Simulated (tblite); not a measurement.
**Geometry relaxation, with input and output: C$_{3}$H$_{5}$BrGeN$_{2}$**

System: C$_{3}$H$_{5}$BrGeN$_{2}$.
Method: GFN2-xTB geometry optimisation, gas phase (tblite 0.8.0).

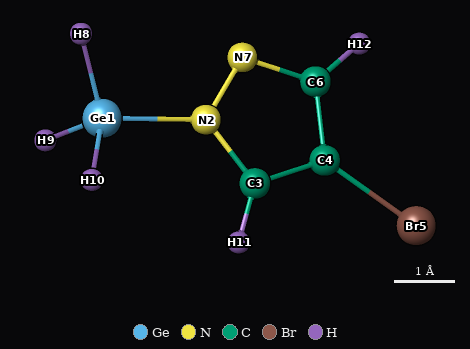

Figure 1. The structure as given in the input (ball-and-stick view, seen at a tilt; atoms are numbered from 1 in the order of the input). Sticks mark near contacts. Bond lengths as drawn: Br–C 1.91 Å, C–C 1.37 Å, C–H 1.08 to 1.09 Å, C–N 1.35 Å, Ge–H 1.55 to 1.56 Å, Ge–N 1.85 Å and N–N 1.33 Å.

## Results in brief

| quantity | value |
| --- | --- |
| outcome | converged |
| total energy | −566.5276 eV |
| hardware | 1 CPU thread, shared host |
| peak memory | 0.18 GiB |

## Input
```
{"job": {"xc": "GFN2-xTB", "basis": "xTB", "kind": "relax"}, "charge": 0, "multiplicity": 1}
Ge    -2.463600     1.279000     0.487900
N     -1.107900     0.165100    -0.106900
C     -1.139100    -1.185500    -0.124100
C      0.027800    -1.621700    -0.691700
Br     0.544400    -3.439300    -0.986100
C      0.743600    -0.490300    -0.984300
N      0.033100     0.596600    -0.624400
H     -1.857500     2.608200     1.027000
H     -3.420400     1.586500    -0.692800
H     -3.267600     0.579400     1.626700
H     -1.978600    -1.788600     0.218600
H      1.723800    -0.453800    -1.438400
```

The first line tells a small driver script what to run in tblite; the rest is the geometry in Å.

Launch command:
```bash
OMP_NUM_THREADS=1 python <driver script> task.json out
```

## The program's output
```
step      E/eV     max force
  0    -566.28003    1.809
  1    -566.37114    0.739
  2    -566.40482    0.558
  3    -566.43357    0.438
  4    -566.44352    0.489
  5    -566.46039    0.365
  6    -566.46992    0.277
  7    -566.47870    0.221
  8    -566.48381    0.278
  9    -566.48862    0.273
 10    -566.49280    0.218
 11    -566.49665    0.149
 12    -566.49902    0.109
 13    -566.50034    0.089
 14    -566.50139    0.095
 15    -566.50279    0.101
 16    -566.50451    0.122
 17    -566.50618    0.106
 18    -566.50742    0.092
 19    -566.50846    0.097
 20    -566.50980    0.129
 21    -566.51186    0.213
 22    -566.51475    0.268
 23    -566.51774    0.238
 24    -566.51990    0.129
 25    -566.52115    0.094
 26    -566.52174    0.081
 27    -566.52209    0.060
 28    -566.52240    0.049
 29    -566.52272    0.060
 30    -566.52306    0.066
 31    -566.52334    0.049
 32    -566.52353    0.042
 33    -566.52365    0.035
 34    -566.52372    0.020
 35    -566.52376    0.018
 36    -566.52379    0.018
 37    -566.52382    0.022
 38    -566.52386    0.017
 39    -566.52388    0.012
 40    -566.52389    0.008
 41    -566.52389    0.007
 42    -566.52390    0.005
 43    -566.52390    0.006
 44    -566.52391    0.005
 45    -566.52391    0.009
 46    -566.52392    0.013
 47    -566.52393    0.013
 48    -566.52395    0.010
 49    -566.52395    0.007
 50    -566.52396    0.008
 51    -566.52397    0.010
 52    -566.52398    0.011
 53    -566.52399    0.012
 54    -566.52401    0.012
 55    -566.52403    0.015
 56    -566.52405    0.015
 57    -566.52409    0.020
 58    -566.52414    0.023
 59    -566.52420    0.018
 60    -566.52424    0.020
 61    -566.52428    0.016
 62    -566.52430    0.012
 63    -566.52432    0.008
 64    -566.52433    0.010
 65    -566.52434    0.009
 66    -566.52435    0.013
 67    -566.52437    0.017
 68    -566.52439    0.014
 69    -566.52440    0.010
 70    -566.52441    0.009
 71    -566.52443    0.016
 72    -566.52446    0.029
 73    -566.52453    0.042
 74    -566.52466    0.049
 75    -566.52483    0.048
 76    -566.52501    0.045
 77    -566.52519    0.057
 78    -566.52536    0.076
 79    -566.52548    0.098
 80    -566.52584    0.070
 81    -566.52628    0.041
 82    -566.52519    0.133
 83    -566.52662    0.032
 84    -566.52678    0.023
 85    -566.52328    0.196
 86    -566.52691    0.020
 87    -566.52701    0.019
 88    -566.52648    0.094
 89    -566.52719    0.014
 90    -566.52728    0.012
 91    -566.52734    0.026
 92    -566.52738    0.015
 93    -566.52740    0.009
 94    -566.52744    0.009
 95    -566.52745    0.010
 96    -566.52747    0.010
 97    -566.52750    0.010
 98    -566.52753    0.009
 99    -566.52754    0.008
100    -566.52755    0.005
101    -566.52756    0.006
102    -566.52756    0.008
103    -566.52757    0.009
104    -566.52758    0.006
105    -566.52758    0.004
106    -566.52759    0.003
107    -566.52759    0.003
```

## Trajectory as extended XYZ (Å, eV, eV/Å), 12 frames, from step=0 to step=107
```
12
Properties=species:S:1:pos:R:3:forces:R:3 step=0 energy=-566.28003
Ge   -2.4636    1.2790    0.4879   -0.5360   0.9180   0.3300
N    -1.1079    0.1651   -0.1069   -0.2350  -0.8150   0.1940
C    -1.1391   -1.1855   -0.1241   -0.9980  -0.5120   0.2930
C     0.0278   -1.6217   -0.6917   -0.1930  -1.2230   0.1060
Br    0.5444   -3.4393   -0.9861   -0.1370   0.4320   0.0800
C     0.7436   -0.4903   -0.9843    0.1970   1.7970  -0.0750
N     0.0331    0.5966   -0.6244    1.1290  -0.5010  -0.5120
H    -1.8575    2.6082    1.0270   -0.1500  -0.7710  -0.3560
H    -3.4204    1.5865   -0.6928    0.4480  -0.2040   0.4260
H    -3.2676    0.5794    1.6267    0.5170   0.1360  -0.6050
H    -1.9786   -1.7886    0.2186    0.2630   0.4320  -0.0360
H     1.7238   -0.4538   -1.4384   -0.3050   0.3090   0.1540
12
Properties=species:S:1:pos:R:3:forces:R:3 step=9 energy=-566.48862
Ge   -2.4400    1.2991    0.4712   -0.2400   0.0990   0.0860
N    -1.1364    0.1260   -0.0832   -0.0730   0.0530   0.0510
C    -1.1763   -1.2214   -0.1199    0.0680   0.0680  -0.0120
C     0.0046   -1.6350   -0.6855    0.0990   0.0130  -0.0350
Br    0.5440   -3.4147   -0.9850    0.0190   0.0360  -0.0170
C     0.7132   -0.4535   -0.9694    0.0130  -0.0760  -0.0170
N     0.0087    0.5921   -0.6015   -0.0950  -0.0940   0.0340
H    -1.8027    2.5356    0.9755    0.1700   0.0040  -0.0480
H    -3.3631    1.5599   -0.6722    0.0370   0.0080  -0.0770
H    -3.1770    0.5639    1.5422    0.0150  -0.0440   0.0200
H    -2.0194   -1.7664    0.2543   -0.0130  -0.0680   0.0070
H     1.6824   -0.3499   -1.4149   -0.0010   0.0020   0.0080
12
Properties=species:S:1:pos:R:3:forces:R:3 step=19 energy=-566.50846
Ge   -2.4597    1.3077    0.4776   -0.0090   0.0080  -0.0040
N    -1.1735    0.1098   -0.0651   -0.0490  -0.0500   0.0170
C    -1.1848   -1.2366   -0.1088    0.0050  -0.0160   0.0020
C     0.0046   -1.6232   -0.6771    0.0050  -0.0420  -0.0260
Br    0.5651   -3.3885   -1.0018    0.0500  -0.0280  -0.0150
C     0.6879   -0.4309   -0.9569    0.0170  -0.0320  -0.0060
N    -0.0375    0.5994   -0.5834   -0.0360  -0.0880   0.0200
H    -1.6913    2.4930    0.9173    0.0170   0.0400   0.0310
H    -3.3333    1.5769   -0.7032   -0.0310   0.0150   0.0120
H    -3.1857    0.5662    1.5538   -0.0340   0.0820  -0.0080
H    -2.0098   -1.8172    0.2583    0.0160   0.0350  -0.0010
H     1.6559   -0.3210   -1.3992    0.0500   0.0750  -0.0240
12
Properties=species:S:1:pos:R:3:forces:R:3 step=29 energy=-566.52272
Ge   -2.4535    1.3201    0.4744    0.0170  -0.0010  -0.0010
N    -1.2160    0.0519   -0.0481   -0.0420  -0.0270   0.0110
C    -1.1846   -1.2929   -0.1089   -0.0190  -0.0050   0.0210
C     0.0176   -1.6386   -0.6834   -0.0320   0.0080  -0.0040
Br    0.6424   -3.3800   -1.0349    0.0070   0.0220   0.0090
C     0.6635   -0.4221   -0.9488    0.0050   0.0170   0.0050
N    -0.0935    0.5787   -0.5610   -0.0250  -0.0220   0.0120
H    -1.5947    2.4569    0.8800   -0.0190   0.0150   0.0140
H    -3.3242    1.6215   -0.7019    0.0190  -0.0020  -0.0180
H    -3.2536    0.6932    1.5710    0.0210   0.0080   0.0060
H    -1.9915   -1.8973    0.2590    0.0210   0.0010  -0.0220
H     1.6260   -0.2558   -1.3860    0.0480  -0.0130  -0.0330
12
Properties=species:S:1:pos:R:3:forces:R:3 step=38 energy=-566.52386
Ge   -2.4503    1.3239    0.4744    0.0070  -0.0020   0.0060
N    -1.2247    0.0422   -0.0434   -0.0050   0.0020   0.0030
C    -1.1873   -1.3021   -0.1085   -0.0070   0.0070   0.0090
C     0.0162   -1.6389   -0.6859   -0.0150  -0.0040   0.0040
Br    0.6566   -3.3740   -1.0348    0.0030  -0.0010   0.0000
C     0.6578   -0.4195   -0.9482   -0.0010  -0.0020  -0.0010
N    -0.1046    0.5755   -0.5561    0.0010  -0.0040  -0.0020
H    -1.5939    2.4620    0.8838   -0.0030  -0.0060  -0.0020
H    -3.3096    1.6240   -0.7104    0.0060  -0.0010  -0.0050
H    -3.2511    0.7101    1.5770   -0.0060  -0.0010   0.0010
H    -1.9909   -1.9141    0.2529    0.0130   0.0070  -0.0080
H     1.6198   -0.2533   -1.3894    0.0070   0.0050  -0.0070
12
Properties=species:S:1:pos:R:3:forces:R:3 step=48 energy=-566.52395
Ge   -2.4497    1.3232    0.4760    0.0050   0.0050   0.0000
N    -1.2236    0.0418   -0.0395   -0.0050   0.0000  -0.0020
C    -1.1867   -1.3022   -0.1059   -0.0010   0.0010   0.0010
C     0.0150   -1.6387   -0.6868   -0.0030  -0.0010   0.0030
Br    0.6582   -3.3731   -1.0339    0.0000  -0.0040  -0.0040
C     0.6561   -0.4193   -0.9506    0.0010   0.0010   0.0050
N    -0.1052    0.5754   -0.5556   -0.0010   0.0010   0.0020
H    -1.5932    2.4604    0.8872   -0.0040  -0.0040   0.0000
H    -3.3017    1.6219   -0.7141    0.0010   0.0040  -0.0040
H    -3.2573    0.7124    1.5754   -0.0010  -0.0030  -0.0010
H    -1.9908   -1.9143    0.2535    0.0090   0.0010   0.0030
H     1.6169   -0.2517   -1.3942    0.0010  -0.0010  -0.0050
12
Properties=species:S:1:pos:R:3:forces:R:3 step=58 energy=-566.52414
Ge   -2.4497    1.3229    0.4746    0.0150   0.0180   0.0010
N    -1.2200    0.0399   -0.0280   -0.0060  -0.0020   0.0050
C    -1.1820   -1.3041   -0.0946    0.0080   0.0000   0.0120
C     0.0156   -1.6388   -0.6852   -0.0060   0.0000  -0.0070
Br    0.6552   -3.3722   -1.0416    0.0060  -0.0110  -0.0020
C     0.6524   -0.4186   -0.9559   -0.0090   0.0050  -0.0030
N    -0.1069    0.5749   -0.5542   -0.0130   0.0040  -0.0060
H    -1.5967    2.4557    0.9073   -0.0080  -0.0090  -0.0050
H    -3.2775    1.6295   -0.7304    0.0010   0.0060   0.0000
H    -3.2786    0.7128    1.5579   -0.0030  -0.0110   0.0020
H    -1.9799   -1.9183    0.2755    0.0100   0.0090  -0.0050
H     1.6061   -0.2482   -1.4138    0.0050  -0.0080   0.0090
12
Properties=species:S:1:pos:R:3:forces:R:3 step=68 energy=-566.52439
Ge   -2.4483    1.3238    0.4741    0.0070   0.0110  -0.0060
N    -1.2171    0.0371   -0.0147   -0.0030   0.0000  -0.0010
C    -1.1746   -1.3068   -0.0771    0.0010   0.0000   0.0010
C     0.0150   -1.6391   -0.6848    0.0010   0.0000   0.0020
Br    0.6549   -3.3710   -1.0504    0.0030  -0.0030   0.0050
C     0.6438   -0.4174   -0.9672    0.0000  -0.0010   0.0010
N    -0.1139    0.5747   -0.5586   -0.0030   0.0000  -0.0030
H    -1.6022    2.4508    0.9339   -0.0010  -0.0110   0.0030
H    -3.2432    1.6465   -0.7481   -0.0030   0.0050  -0.0030
H    -3.3059    0.7066    1.5305   -0.0010  -0.0070   0.0070
H    -1.9640   -1.9226    0.3074   -0.0010   0.0020  -0.0040
H     1.5933   -0.2468   -1.4334   -0.0010   0.0000  -0.0040
12
Properties=species:S:1:pos:R:3:forces:R:3 step=77 energy=-566.52519
Ge   -2.4480    1.3258    0.4736    0.0330   0.0370   0.0000
N    -1.2265    0.0337   -0.0271   -0.0080   0.0010  -0.0040
C    -1.1669   -1.3109   -0.0563   -0.0030   0.0010  -0.0050
C     0.0183   -1.6420   -0.6743   -0.0050   0.0110   0.0090
Br    0.6896   -3.3679   -1.0089   -0.0160  -0.0130   0.0100
C     0.6253   -0.4191   -0.9958   -0.0020   0.0050  -0.0040
N    -0.1394    0.5727   -0.6004   -0.0080   0.0060   0.0040
H    -1.5956    2.4148    1.0187   -0.0380  -0.0390  -0.0180
H    -3.1865    1.7220   -0.7639    0.0160  -0.0070   0.0270
H    -3.3496    0.6774    1.4745   -0.0010   0.0040  -0.0060
H    -1.9470   -1.9227    0.3534    0.0220  -0.0100  -0.0080
H     1.5643   -0.2482   -1.4823    0.0100   0.0030  -0.0060
12
Properties=species:S:1:pos:R:3:forces:R:3 step=87 energy=-566.52701
Ge   -2.4431    1.3289    0.4744   -0.0070  -0.0070   0.0080
N    -1.2426    0.0255   -0.0425   -0.0080  -0.0070  -0.0030
C    -1.1420   -1.3161   -0.0074    0.0010   0.0040  -0.0040
C     0.0294   -1.6417   -0.6535   -0.0010  -0.0050  -0.0040
Br    0.7362   -3.3644   -0.9284   -0.0100  -0.0050   0.0050
C     0.5851   -0.4196   -1.0594   -0.0010  -0.0020  -0.0010
N    -0.1950    0.5676   -0.6819   -0.0040  -0.0090  -0.0090
H    -1.6143    2.3268    1.1963    0.0050   0.0090   0.0130
H    -3.0326    1.8705   -0.7819    0.0010  -0.0060  -0.0070
H    -3.4545    0.6401    1.3329    0.0010   0.0060  -0.0020
H    -1.8851   -1.9333    0.4588    0.0130   0.0050   0.0000
H     1.4966   -0.2488   -1.5959    0.0100   0.0150   0.0050
12
Properties=species:S:1:pos:R:3:forces:R:3 step=97 energy=-566.52750
Ge   -2.4413    1.3299    0.4776    0.0070   0.0020  -0.0050
N    -1.2547    0.0215   -0.0610    0.0010   0.0010   0.0030
C    -1.1278   -1.3158    0.0132   -0.0040  -0.0020   0.0020
C     0.0372   -1.6412   -0.6444   -0.0020   0.0030   0.0010
Br    0.7571   -3.3651   -0.8762    0.0060   0.0060  -0.0050
C     0.5644   -0.4223   -1.0960    0.0010   0.0030   0.0070
N    -0.2275    0.5617   -0.7340   -0.0020   0.0010  -0.0040
H    -1.6321    2.2734    1.2947   -0.0030  -0.0090  -0.0020
H    -2.9469    1.9452   -0.7798    0.0000  -0.0010   0.0010
H    -3.5063    0.6273    1.2557    0.0000   0.0010   0.0020
H    -1.8485   -1.9331    0.5122   -0.0060   0.0020   0.0040
H     1.4643   -0.2458   -1.6504    0.0020  -0.0080  -0.0020
12
Properties=species:S:1:pos:R:3:forces:R:3 step=107 energy=-566.52759
Ge   -2.4407    1.3305    0.4774    0.0000  -0.0030   0.0000
N    -1.2609    0.0189   -0.0674    0.0010   0.0000   0.0020
C    -1.1248   -1.3167    0.0203   -0.0010   0.0000   0.0000
C     0.0393   -1.6406   -0.6398   -0.0010  -0.0010   0.0000
Br    0.7720   -3.3600   -0.8632    0.0010   0.0000   0.0000
C     0.5565   -0.4230   -1.1058    0.0000   0.0000   0.0010
N    -0.2404    0.5593   -0.7505    0.0000   0.0010   0.0000
H    -1.6341    2.2506    1.3232    0.0000   0.0010   0.0000
H    -2.9191    1.9695   -0.7779    0.0000   0.0010   0.0010
H    -3.5227    0.6287    1.2328    0.0010   0.0000  -0.0020
H    -1.8397   -1.9330    0.5292   -0.0010   0.0010   0.0000
H     1.4526   -0.2486   -1.6669   -0.0020   0.0000  -0.0010
```
